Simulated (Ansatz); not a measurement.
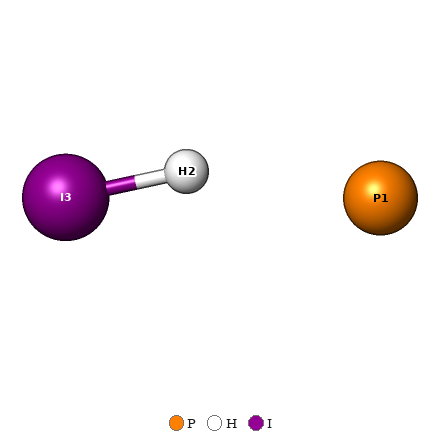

The system is P + HI, spin multiplicity 4; the picture shows the reference structure. Coordinates scanned: (1) distance P1–H2; (2) distance H2–I3. Nothing is relaxed (the angle P1–H2–I3 is fixed at 160 degrees). Grid: 11 × 11 points. At 19 points there is no value. Energies are in eV, from P far from the relaxed HI (each part in its own basis). In part of the range the unrestricted reference is strongly spin-contaminated. These are results of Ansatz, UKS CAM-B3LYP-D4/def2-SVPD, not measurements.

Its coordinates:

```xyz
3

P    -2.6140    0.0000    0.0000
H     0.0000    0.0000    0.0000
I     1.5561    0.5664    0.0000
```

Range: distance P1–H2 from 1.104 to 3.504 Å; distance H2–I3 from 1.360 to 3.760 Å.

Predict the map.

Answer. The lowest grid point is at distance P1–H2 = 2.614 Å, distance H2–I3 = 1.656 Å, −0.08 eV from P far from the relaxed HI (each part in its own basis). A higher local minimum lies near distance P1–H2 = 1.400 Å, distance H2–I3 = 2.335 Å (0.05 eV above the lowest at that grid point). The highest grid point, distance P1–H2 = 1.104 Å, distance H2–I3 = 1.360 Å, lies 7.06 eV above the lowest.

```
distance H2–I3 ↓, distance P1–H2 →  1.104  1.224  1.400  1.606  1.833  2.079  2.339  2.614  2.900  3.197  3.504
                             3.760   1.99   0.66   0.04   0.27   0.95   1.77   2.45   2.85   3.06   3.17   3.23
                             3.453   1.98      –   0.03   0.25   0.93      –   2.41   2.80   3.02      –   3.19
                             3.156   1.98   0.65   0.02   0.23   0.89   1.69   2.33   2.71   2.92   3.04   3.10
                             2.870   1.97      –   0.00      –   0.83      –   2.18      –   2.75      –   2.92
                             2.595   1.99   0.64  −0.02   0.14   0.73   1.40   1.92   2.24   2.43   2.53   2.59
                             2.335   2.07      –  −0.03      –   0.56   1.09   1.48      –   1.87      –   1.99
                             2.089   2.26   0.83   0.02  −0.01   0.31   0.64   0.87   1.00   1.07   1.12   1.14
                             1.862   2.71      –   0.23  −0.01   0.06      –   0.25      –   0.33      –   0.38
                             1.656   3.61   1.94   0.76   0.25   0.06  −0.03  −0.07  −0.08  −0.07  −0.05  −0.04
                             1.480   5.17   3.31   1.85      –   0.59      –   0.22   0.17   0.15      –   0.18
                             1.360   6.98   4.95   3.24   2.18   1.56   1.20   1.02   0.95   0.92   0.93   0.94
```

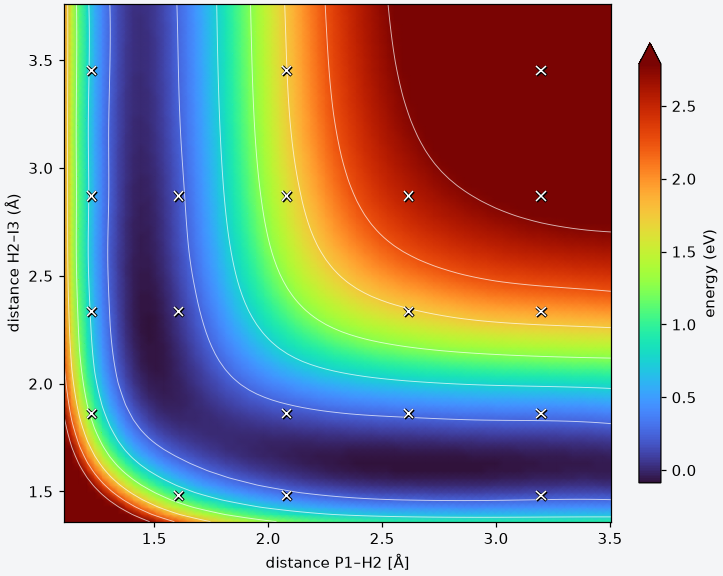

Drawn: a smooth colour map with a few white contour lines, crosses at grid points without a value, one colour for all values above the top of the scale. Between grid points the surface is interpolated.

Each point was launched as `ansatz run input.yaml --threads 1 --pin off --max-ram 2560MiB --backend cpu --events-out ev --progress --plain --runs-dir out`. Time for the 102 points that were run: 23 min on 1 thread of Intel(R) Xeon(R) Processor @ 2.70GHz, with other jobs on the host.
